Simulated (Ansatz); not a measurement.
# GeH₃F (singlet): correlated methods under varied settings at a displaced geometry (v1)

What do other methods and options give for GeH₃F (singlet) at this geometry, and how long do they take?

Method: the settings change from run to run; program: Ansatz 0.2.0, Gaussian basis.

23 further runs of the same task are left out: 5 for a known fault of the program, 8 that didn't finish, 10 set aside as unsound or not needed.

## Step 1: The geometry

The geometry is a PBE0/def2-TZVP stationary point (not a proven minimum) with its atoms shifted at random (size 0.040 Å). No spin-orbit coupling is included. The filled d shell of Ge may be among the frozen orbitals whatever the setting's name suggests; the logs give the count.

5 atoms, charge 0, spin multiplicity 1.

Atoms are counted from 1 here; the program's logs count them from 0.

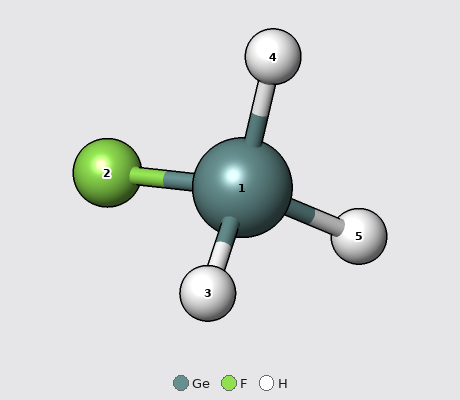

The geometry (germanium teal, fluorine green, hydrogen white); atoms are numbered from 1 in the order of the file.

## Step 2: HF/cc-pVDZ

in.yaml

```yaml
crystal:
  periodic: [false, false, false]
  atoms:
    - {symbol: Ge, position_ang: [-0.334592, 0.000624, 0.005413]}
    - {symbol: F, position_ang: [1.406475, -0.003059, -0.013747]}
    - {symbol: H, position_ang: [-0.726886, 1.512656, -0.045413]}
    - {symbol: H, position_ang: [-0.808011, -0.758854, 1.257688]}
    - {symbol: H, position_ang: [-0.862126, -0.741081, -1.343303]}
basis:
  gaussian: {orbitals: cc-pVDZ, fitting: {mean_field: def2-universal-jkfit}}
magnetization: {spin_polarized: false}
hamiltonian: {xc: hf}
output: {orbitals: {seedname: orbitals}}
```

Started as:

```bash
$ ansatz run in.yaml --threads 1 --pin off --events-out ev --progress --plain --max-ram 2393MiB
```

The log of the run:

```text
Functional definition: HF
  name "HF"
  cite "Fock, Z. Phys. 61, 126 (1930) doi:10.1007/BF01340294"
  parent pbe
  exchange = exact_x
  correlation = 0
397 factors; integrals over basis functions are off by at most 4.2e-1 eV
mean field evaluation 1: about -59225.1774 eV, gradient 2.6e1 eV
mean field evaluation 2: about -59226.1981 eV, gradient 1.7e1 eV
mean field evaluation 4: about -59226.6511 eV, gradient 2.8e-1 eV
mean field -59226.65143821 eV, -2176.5392950880 hartree, gradient 8.9e-6 eV, S^2 0.000000; 0 other end points of the search recorded, 0 dependent functions left out
reference -59226.65143821 eV, -2176.5392950880 hartree; 22, 22 occupied and 34, 34 virtual orbitals, 397 factors
Total energy: -59226.65143821 eV, -2176.5392950880 hartree
```

Run time: 0.18 s. Hardware: 1 thread of Arm Neoverse V2, shared host.

## Step 3: BCCD(T)/STO-3G

Changes to in.yaml since step 2:

```diff
@@ -9,5 +9,5 @@
 basis:
-  gaussian: {orbitals: cc-pVDZ, fitting: {mean_field: def2-universal-jkfit}}
-magnetization: {spin_polarized: false}
-hamiltonian: {xc: hf}
-output: {orbitals: {seedname: orbitals}}
+  gaussian: {orbitals: STO-3G}
+magnetization: {spin_polarized: true, initial_magnetization: 0}
+hamiltonian: {xc: {name: r2SCAN}}
+correlation: {method: bccd_t, electrons: outside_noble_gas}
```

Launched as before.

The log of the run, shortened:

```text
Functional definition: r2SCAN
  name "r2SCAN"
  cite "Furness, Kaplan, Ning, Perdew & Sun, J. Phys. Chem. Lett. 11, 8208 (2020) doi:10.1021/acs.jpclett.0c02405"
  cite "Furness, Kaplan, Ning, Perdew & Sun, J. Phys. Chem. Lett. 11, 9248 (2020) doi:10.1021/acs.jpclett.0c03077"
  parent r2scan
[...]
292 factors; integrals over basis functions are off by at most 2.9e-5 eV
[...]
mean field -58593.50134653 eV, -2153.2714583833 hartree, gradient 3.3e-7 eV, S^2 0.000000; 0 other end points of the search recorded, 0 dependent functions left out
15 core orbitals not correlated, not the lowest: weight in the atoms' cores, before any rotation towards them, 0.953 or more for the frozen orbitals, at most 0.013 for the correlated occupied ones
reference -58544.93554240 eV, -2151.4866980008 hartree; 7, 7 occupied and 4, 4 virtual orbitals, 292 factors
second order -1.72489913 eV of doubles, -0.35337909 eV of singles
cycle   1  -2.22781368 eV  change   -1.8e-1 eV  update   8.2e-2
[...]
cycle   9  -2.50621387 eV  change   -1.3e-6 eV  update   5.9e-6
perturbative correction -0.05954748 eV, -0.0021883296 hartree
Total energy: -58547.50130376 eV, -2151.5809879915 hartree
```

Wall time 1.9 s (1 thread of Arm Neoverse V2, shared host).

From the report: ⟨S²⟩ of the determinant 0.000 (pure singlet: 0.00); correlation -2.5658 eV; largest double amplitude 0.10.

## Step 4: CCSD on RHF/def2-SVPD

Changes to in.yaml since step 3:

```diff
@@ -9,5 +9,4 @@
 basis:
-  gaussian: {orbitals: STO-3G}
-magnetization: {spin_polarized: true, initial_magnetization: 0}
-hamiltonian: {xc: {name: r2SCAN}}
-correlation: {method: bccd_t, electrons: outside_noble_gas}
+  gaussian: {orbitals: def2-SVPD}
+magnetization: {spin_polarized: false}
+correlation: {method: ccsd, electrons: outside_noble_gas}
```

Same command.

The log of the run, shortened:

```text
Functional definition: HF
  name "HF"
  cite "Fock, Z. Phys. 61, 126 (1930) doi:10.1007/BF01340294"
  parent pbe
[...]
826 factors; integrals over basis functions are off by at most 1.2e-3 eV
[...]
mean field -59218.37809173 eV, -2176.2352552129 hartree, gradient 3.0e-6 eV, S^2 0.000000; 0 other end points of the search recorded, 0 dependent functions left out
15 core orbitals not correlated: weight in the atoms' cores, before any rotation towards them, 0.954 or more for the frozen orbitals, at most 0.045 for the correlated occupied ones
reference -59218.37809173 eV, -2176.2352552129 hartree; 7, 7 occupied and 63, 63 virtual orbitals, 826 factors
second order -8.37921325 eV of doubles, -0.00000000 eV of singles
cycle   1  -8.66773812 eV  change   -2.9e-1 eV  update   8.4e-2
[...]
cycle   9  -9.00994084 eV  change    3.4e-7 eV  update   7.2e-6
Total energy: -59227.38803258 eV, -2176.5663644317 hartree
```

It took 1.9 s on 1 thread of Arm Neoverse V2, shared host.

From the report: correlation -9.0099 eV; T1 0.014; largest double amplitude 0.03.

## Step 5: CCSD(T) on RHF/STO-3G

Changes to in.yaml since step 4:

```diff
@@ -9,4 +9,4 @@
 basis:
-  gaussian: {orbitals: def2-SVPD}
+  gaussian: {orbitals: STO-3G}
 magnetization: {spin_polarized: false}
-correlation: {method: ccsd, electrons: outside_noble_gas}
+correlation: {method: ccsd_t, electrons: outside_noble_gas}
```

Launched as before.

The log of the run, shortened:

```text
Functional definition: HF
  name "HF"
  cite "Fock, Z. Phys. 61, 126 (1930) doi:10.1007/BF01340294"
  parent pbe
[...]
292 factors; integrals over basis functions are off by at most 2.9e-5 eV
[...]
mean field -58545.97448823 eV, -2151.5248785558 hartree, gradient 1.0e-6 eV, S^2 0.000000; 0 other end points of the search recorded, 0 dependent functions left out
15 core orbitals not correlated, not the lowest: weight in the atoms' cores, before any rotation towards them, 0.958 or more for the frozen orbitals, at most 0.050 for the correlated occupied ones
reference -58545.97448823 eV, -2151.5248785558 hartree; 7, 7 occupied and 4, 4 virtual orbitals, 292 factors
second order -1.51596397 eV of doubles, -0.00000000 eV of singles
cycle   1  -1.91468253 eV  change   -4.0e-1 eV  update   6.5e-2
[...]
cycle   8  -2.17814666 eV  change    9.0e-6 eV  update   1.2e-5
perturbative correction -0.05076910 eV, -0.0018657299 hartree
Total energy: -58548.20340399 eV, -2151.6067896991 hartree
```

Wall time 0.15 s (1 thread of Arm Neoverse V2, shared host).

From the report: correlation -2.2289 eV; T1 0.010; largest double amplitude 0.08.

## Step 6: MRCISD+Q(4,3)/6-31G

Changes to in.yaml since step 5:

```diff
@@ -9,4 +9,3 @@
 basis:
-  gaussian: {orbitals: STO-3G}
-magnetization: {spin_polarized: false}
-correlation: {method: ccsd_t, electrons: outside_noble_gas}
+  gaussian: {orbitals: 6-31G}
+correlation: {method: fic_mrcisd_q, electrons: outside_noble_gas, active_space: {window: {electrons: 4, orbitals: 3}}}
```

The command is unchanged.

The log of the run, shortened:

```text
Functional definition: HF
  name "HF"
  cite "Fock, Z. Phys. 61, 126 (1930) doi:10.1007/BF01340294"
  parent pbe
[...]
426 factors; integrals over basis functions are off by at most 4.0e-4 eV
[...]
mean field -59217.20827894 eV, -2176.1922653857 hartree, gradient 1.0e-6 eV, S^2 0.000000; 0 other end points of the search recorded, 0 dependent functions left out
reference -59217.20827894 eV, -2176.1922653857 hartree; 22, 22 occupied and 22, 22 virtual orbitals, 426 factors
state -59217.74529169 eV, -2176.2120002401 hartree
contracted CI cycle   1: correlation 0.00000000 eV, 0.0000000000 hartree, residual 2.13e1 eV
contracted CI cycle   2: correlation -4.31545683 eV, -0.1585901133 hartree, residual 4.66e0 eV
contracted CI cycle   3: correlation -4.61680467 eV, -0.1696644422 hartree, residual 1.40e0 eV
[...]
contracted CI cycle   2: correlation -4.52119857 eV, -0.1661509830 hartree, residual 3.73e0 eV
contracted CI cycle   3: correlation -4.73383639 eV, -0.1739652785 hartree, residual 1.24e0 eV
contracted CI cycle   4: correlation -4.75502528 eV, -0.1747439558 hartree, residual 3.01e-1 eV
contracted CI cycle   5: correlation -4.75648435 eV, -0.1747975758 hartree, residual 8.61e-2 eV
contracted CI cycle   6: correlation -4.75658892 eV, -0.1748014188 hartree, residual 2.88e-2 eV
contracted CI cycle   7: correlation -4.75660303 eV, -0.1748019371 hartree, residual 1.05e-2 eV
contracted CI cycle   8: correlation -4.75660466 eV, -0.1748019971 hartree, residual 3.69e-3 eV
contracted CI cycle   9: correlation -4.75660489 eV, -0.1748020056 hartree, residual 1.47e-3 eV
state -59217.63820429 eV, -2176.2080648507 hartree; corrected -59222.69933872 eV, -2176.3940581105 hartree
state -59217.74529169 eV, -2176.2120002401 hartree; corrected -59222.70943566 eV, -2176.3944291664 hartree
[...]
Total energy: -59222.70943566 eV, -2176.3944291664 hartree
```

Run time: 3.2 s. Hardware: 1 thread of Arm Neoverse V2, shared host.

From the report: 9 determinants; active occupations 2.00, 1.98, 0.02.

## Step 7: HF/cc-pVDZ

Changes to in.yaml since step 6:

```diff
@@ -9,3 +9,5 @@
 basis:
-  gaussian: {orbitals: 6-31G}
-correlation: {method: fic_mrcisd_q, electrons: outside_noble_gas, active_space: {window: {electrons: 4, orbitals: 3}}}
+  gaussian: {orbitals: cc-pVDZ}
+magnetization: {spin_polarized: false}
+hamiltonian: {xc: hf}
+output: {orbitals: {seedname: orbitals}}
```

Launched as before.

The log of the run:

```text
Functional definition: HF
  name "HF"
  cite "Fock, Z. Phys. 61, 126 (1930) doi:10.1007/BF01340294"
  parent pbe
  exchange = exact_x
  correlation = 0
584 factors; integrals over basis functions are off by at most 9.3e-4 eV
mean field evaluation 1: about -59225.1727 eV, gradient 2.6e1 eV
mean field evaluation 2: about -59225.1770 eV, gradient 2.6e1 eV
mean field evaluation 4: about -59226.6422 eV, gradient 1.5e0 eV
mean field evaluation 8: about -59226.6525 eV, gradient 2.7e-4 eV
mean field -59226.65254379 eV, -2176.5393357175 hartree, gradient 8.8e-6 eV, S^2 0.000000; 0 other end points of the search recorded, 0 dependent functions left out
reference -59226.65254379 eV, -2176.5393357175 hartree; 22, 22 occupied and 34, 34 virtual orbitals, 584 factors
Total energy: -59226.65254379 eV, -2176.5393357175 hartree
```

It took 0.45 s on 1 thread of Arm Neoverse V2, shared host.

## Step 8: MP2 on RHF/cc-pVDZ

Changes to in.yaml since step 7:

```diff
@@ -11,3 +11,2 @@
 magnetization: {spin_polarized: false}
-hamiltonian: {xc: hf}
-output: {orbitals: {seedname: orbitals}}
+correlation: {method: mp2, electrons: all}
```

The command is unchanged.

The log of the run:

```text
Functional definition: HF
  name "HF"
  cite "Fock, Z. Phys. 61, 126 (1930) doi:10.1007/BF01340294"
  parent pbe
  exchange = exact_x
  correlation = 0
584 factors; integrals over basis functions are off by at most 9.3e-4 eV
mean field evaluation 1: about -59225.1727 eV, gradient 2.6e1 eV
mean field evaluation 2: about -59225.1770 eV, gradient 2.6e1 eV
mean field evaluation 4: about -59226.6422 eV, gradient 1.5e0 eV
mean field evaluation 8: about -59226.6525 eV, gradient 2.7e-4 eV
mean field -59226.65254379 eV, -2176.5393357175 hartree, gradient 1.7e-6 eV, S^2 0.000000; 0 other end points of the search recorded, 0 dependent functions left out
reference -59226.65254379 eV, -2176.5393357175 hartree; 22, 22 occupied and 34, 34 virtual orbitals, 584 factors
second order -8.81532383 eV of doubles, -0.00000000 eV of singles
Total energy: -59235.46786762 eV, -2176.8632928929 hartree
```

It took 0.51 s on 1 thread of Arm Neoverse V2, shared host.

## Step 9: BCCD on UHF/STO-3G

Changes to in.yaml since step 8:

```diff
@@ -9,4 +9,5 @@
 basis:
-  gaussian: {orbitals: cc-pVDZ}
-magnetization: {spin_polarized: false}
-correlation: {method: mp2, electrons: all}
+  gaussian: {orbitals: STO-3G}
+magnetization: {spin_polarized: true, initial_magnetization: 0}
+correlation: {method: bccd, electrons: all}
+output: {forces: true}
```

The command is unchanged.

The log of the run, shortened:

```text
Functional definition: HF
  name "HF"
  cite "Fock, Z. Phys. 61, 126 (1930) doi:10.1007/BF01340294"
  parent pbe
[...]
292 factors; integrals over basis functions are off by at most 2.9e-5 eV
[...]
mean field -58545.97448823 eV, -2151.5248785558 hartree, gradient 6.9e-7 eV, S^2 0.000000; 0 other end points of the search recorded, 0 dependent functions left out
reference -58545.97448823 eV, -2151.5248785558 hartree; 22, 22 occupied and 4, 4 virtual orbitals, 292 factors
second order -1.59958620 eV of doubles, -0.00000000 eV of singles
cycle   1  -1.99717909 eV  change   -4.0e-1 eV  update   6.6e-2
[...]
cycle  10  -2.24887633 eV  change   -2.6e-7 eV  update   1.3e-6
[...]
Total energy: -58548.22336457 eV, -2151.6075232367 hartree
Atom 0 at    -0.334592     0.000624     0.005413 Å, force    -1.123373    -0.062783    -1.148011 eV/Å
Atom 1 at     1.406475    -0.003059    -0.013747 Å, force    -0.159866    -0.141490     0.007521 eV/Å
Atom 2 at    -0.726886     1.512656    -0.045413 Å, force     0.181883    -1.768596     0.209315 eV/Å
Atom 3 at    -0.808011    -0.758854     1.257688 Å, force     0.333436     0.851635    -1.184345 eV/Å
Atom 4 at    -0.862126    -0.741081    -1.343303 Å, force     0.767919     1.121234     2.115520 eV/Å
Dipole moment:    -0.193173    -0.005750     0.029408 e Å
```

It took 2.6 s on 1 thread of Arm Neoverse V2, shared host.

From the report: ⟨S²⟩ of the determinant 0.000 (pure singlet: 0.00); correlation -2.2489 eV; largest double amplitude 0.10.

## Step 10: MP2 on RHF/STO-3G

Changes to in.yaml since step 9:

```diff
@@ -10,4 +10,5 @@
   gaussian: {orbitals: STO-3G}
-magnetization: {spin_polarized: true, initial_magnetization: 0}
-correlation: {method: bccd, electrons: all}
+magnetization: {spin_polarized: false}
+hamiltonian: {pseudopotentials: {relativity: none}}
+correlation: {method: mp2, electrons: outside_noble_gas}
 output: {forces: true}
```

The command is unchanged.

The log of the run, shortened:

```text
Functional definition: HF
  name "HF"
  cite "Fock, Z. Phys. 61, 126 (1930) doi:10.1007/BF01340294"
  parent pbe
[...]
292 factors; integrals over basis functions are off by at most 2.9e-5 eV
[...]
mean field -58545.97448823 eV, -2151.5248785558 hartree, gradient 1.0e-6 eV, S^2 0.000000; 0 other end points of the search recorded, 0 dependent functions left out
15 core orbitals not correlated, not the lowest: weight in the atoms' cores, before any rotation towards them, 0.958 or more for the frozen orbitals, at most 0.050 for the correlated occupied ones
reference -58545.97448823 eV, -2151.5248785558 hartree; 7, 7 occupied and 4, 4 virtual orbitals, 292 factors
second order -1.51596397 eV of doubles, -0.00000000 eV of singles
[...]
Total energy: -58547.49045220 eV, -2151.5805892041 hartree
Atom 0 at    -0.334592     0.000624     0.005413 Å, force    -0.736485    -0.067297    -1.267215 eV/Å
Atom 1 at     1.406475    -0.003059    -0.013747 Å, force    -0.746234    -0.151039     0.015195 eV/Å
Atom 2 at    -0.726886     1.512656    -0.045413 Å, force     0.225062    -2.001355     0.230584 eV/Å
Atom 3 at    -0.808011    -0.758854     1.257688 Å, force     0.391217     0.962739    -1.348445 eV/Å
Atom 4 at    -0.862126    -0.741081    -1.343303 Å, force     0.866440     1.256952     2.369881 eV/Å
Dipole moment:    -0.208948    -0.006096     0.033232 e Å
```

Wall time 0.24 s (1 thread of Arm Neoverse V2, shared host).

## Step 11: The runs in one table

Where basis and cores are those of an earlier RCCSDT(Q)/cc-pVDZ run (-59235.4341 eV), and the state is the same kind, the miss against it is given.

```csv
level,correlated,functions,energy (eV),from RCCSDT(Q) (meV),time
HF/cc-pVDZ,,56,-59226.6514,8782.7,0.18 s
BCCD(T)/STO-3G (on r2SCAN orbitals),outside noble gas,26,-58547.5013,,1.9 s
CCSD on RHF/def2-SVPD,outside noble gas,85,-59227.3880,,1.9 s
CCSD(T) on RHF/STO-3G,outside noble gas,26,-58548.2034,,0.15 s
"MRCISD+Q(4,3)/6-31G",outside noble gas,44,-59222.7094,,3.2 s
HF/cc-pVDZ,,56,-59226.6525,8781.6,0.45 s
MP2 on RHF/cc-pVDZ,all,56,-59235.4679,,0.51 s
BCCD on UHF/STO-3G,all,26,-58548.2234,,2.6 s
MP2 on RHF/STO-3G,outside noble gas,26,-58547.4905,,0.24 s
```

## Step 12: Results

```
quantity                          value
    runs                              9
quickest  CCSD(T) on RHF/STO-3G, 0.15 s
 slowest     MRCISD+Q(4,3)/6-31G, 3.2 s
```

In words: Total energies in different bases, with other cores or another treatment of relativity can't be set against each other. MRCISD+Q(4,3)/6-31G took 21 times as long as CCSD(T) on RHF/STO-3G; the jobs differ in more than the method. Hartree-Fock, CASSCF and CASCI lack dynamic correlation by design.
